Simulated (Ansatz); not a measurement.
# PH4 (doublet): from Hartree-Fock to the top rungs, cc-pVDZ

How much of the correlation energy of PH4 (doublet) does each wave-function method recover here?

Computed with Ansatz 0.2.0, Gaussian basis. Level: cc-pVDZ, core rule «outside noble gas», up to 5 orbitals frozen.

The runs, in order: UHF; CCSD(T) on ROHF; CCSD(T) on UHF; BCCD(T) on ROHF; CISD; CCSDT(Q) on ROHF; CCSDT(Q) on UHF; CASSCF and MRCISD+Q, 9 electrons in 8 orbitals; CASSCF and NEVPT2, 9 electrons in 8 orbitals.

15 further runs of the same task are left out: 4 that didn't finish, 11 set aside as unsound or not needed.

## Step 1: The system

The geometry is a PBE0/def2-TZVP stationary point (not a proven minimum).

5 atoms, charge 0, spin multiplicity 2.

Atoms are counted from 1 here; the program's logs count them from 0.

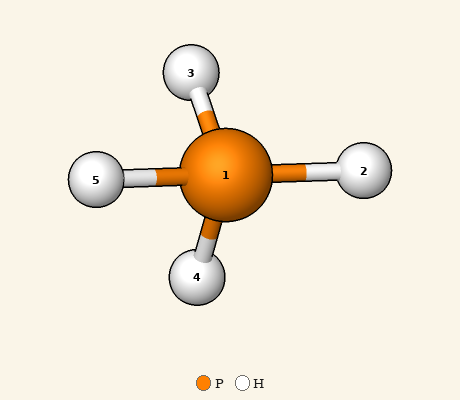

The structure; phosphorus orange, hydrogen white; atoms are numbered from 1 in the order of the file.

## Step 2: UHF

The input, in.yaml:

```yaml
crystal:
  periodic: [false, false, false]
  atoms:
    - {symbol: P, position_ang: [0.045627, 0.000000, 0.000000]}
    - {symbol: H, position_ang: [0.161577, 0.000000, -1.514668]}
    - {symbol: H, position_ang: [-0.862630, 1.078238, 0.000000]}
    - {symbol: H, position_ang: [-0.862630, -1.078238, 0.000000]}
    - {symbol: H, position_ang: [0.161577, 0.000000, 1.514668]}
basis:
  gaussian: {orbitals: cc-pVDZ}
magnetization: {spin_polarized: true, initial_magnetization: 1}
hamiltonian: {xc: hf}
output: {orbitals: {seedname: orbitals}}
```

Started as:

```sh
ansatz run in.yaml --threads 1 --pin off --events-out ev --progress --plain --max-ram 2393MiB
```

After this run come: CCSD(T) on ROHF; CCSD(T) on UHF; BCCD(T) on ROHF; CISD; CCSDT(Q) on ROHF; CCSDT(Q) on UHF; CASSCF and MRCISD+Q, 9 electrons in 8 orbitals; CASSCF and NEVPT2, 9 electrons in 8 orbitals.

**Question.** What will the summary of the whole plan be? Wanted: UCCSDT(Q) below the RHF energy; RMP2 from UCCSDT(Q); UMP2 from UCCSDT(Q); RCCSD from UCCSDT(Q); RCCSD(T) from UCCSDT(Q); UCCSD(T) from UCCSDT(Q); RCCSDT(Q) from UCCSDT(Q); NEVPT2 valence from UCCSDT(Q); MRCISD+Q valence from UCCSDT(Q).

**Answer**, as computed:

| quantity | value |
| --- | --- |
| UCCSDT(Q) below the RHF energy | -5.1138 eV |
| RMP2 from UCCSDT(Q) | +1013.2 meV |
| UMP2 from UCCSDT(Q) | +1024.3 meV |
| RCCSD from UCCSDT(Q) | +139.0 meV |
| RCCSD(T) from UCCSDT(Q) | +25.2 meV |
| UCCSD(T) from UCCSDT(Q) | +25.8 meV |
| RCCSDT(Q) from UCCSDT(Q) | +0.3 meV |
| NEVPT2 valence from UCCSDT(Q) | +865.5 meV |
| MRCISD+Q valence from UCCSDT(Q) | 0.0 meV |
| levels within 1 kcal/mol (43 meV) | RCCSD(T), UCCSD(T), BCCD(T), RCCSDT, UCCSDT, RCCSDT(Q), MRCISD+Q valence |
| T1 diagnostic | 0.023 |
| effectively unpaired electrons | 1.02 |

**Reading.** RCCSD(T) lands +25.2 meV from the yardstick (0.5 % of the correlation energy). One determinant dominates. Of the multireference levels listed MRCISD+Q valence comes nearest in total energy (0.0 meV), which doesn't show that its space is the better one. These misses are within one basis, not against nature; the frozen cores of restricted and unrestricted runs differ, which can shift their rows.
